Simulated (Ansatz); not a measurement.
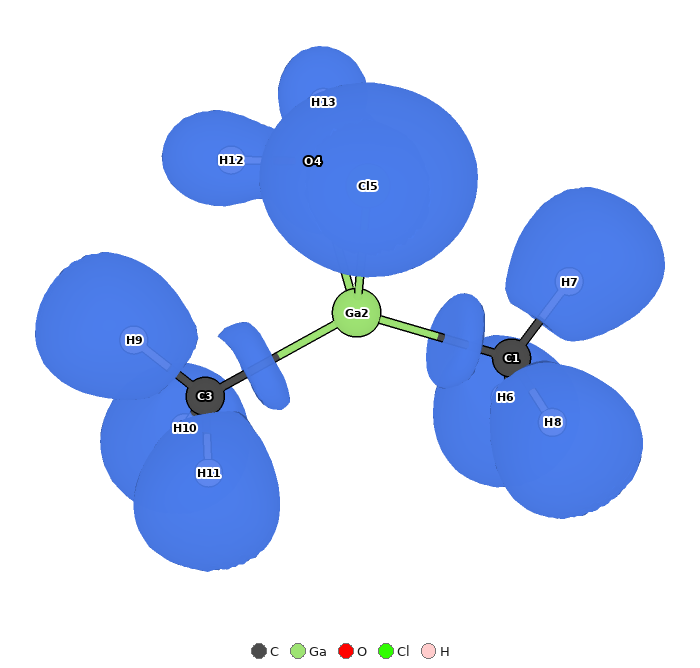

Figure 1: C2H8ClGaO (SMILES [CH3][Ga-]([CH3])([OH2+])[Cl]). Isosurface of the ELF at 0.8 (blue), seen across its widest extent. Core shells and regions of very low density are left out.

Geometry: PBE0-D4/def2-TZVP.

Theory: RKS PBE0-D4/def2-TZVPP in Ansatz.

```xyz
13

C    -1.8032    0.2551   -0.8591
Ga    0.0836    0.0049   -0.3979
C     1.0199   -1.5458    0.3672
O     0.3561    1.4406    1.2236
Cl    1.4406    1.3130   -1.5978
H    -2.4581   -0.1450   -0.0821
H    -2.0229    1.3153   -0.9938
H    -2.0337   -0.2587   -1.7953
H     2.0499   -1.2941    0.6281
H     0.5091   -1.9266    1.2553
H     1.0560   -2.3574   -0.3634
H     0.9312    1.0927    1.9137
H     0.8920    2.0712    0.7166
```

### Identify the bonds, lone pairs and shells in this picture.

The ELF exceeds this value in six regions around hydrogen nuclei, two lobes of the valence shell of C pointing towards Ga (polar bonds), one region wrapped around Cl (its valence shell) and one joined region spread over several atoms (H, O), in which their bonds and any lone pairs are merged. Profiles from the grid: C–Ga (1.96 Å): the ELF peaks at about 0.90 in the valence shell of C, 0.6 Å from its nucleus, and is about 0.55 at the midpoint. Ga–O (2.18 Å): the ELF peaks at about 0.90 in the valence shell of O, 0.6 Å from its nucleus, and is about 0.20 at the midpoint.
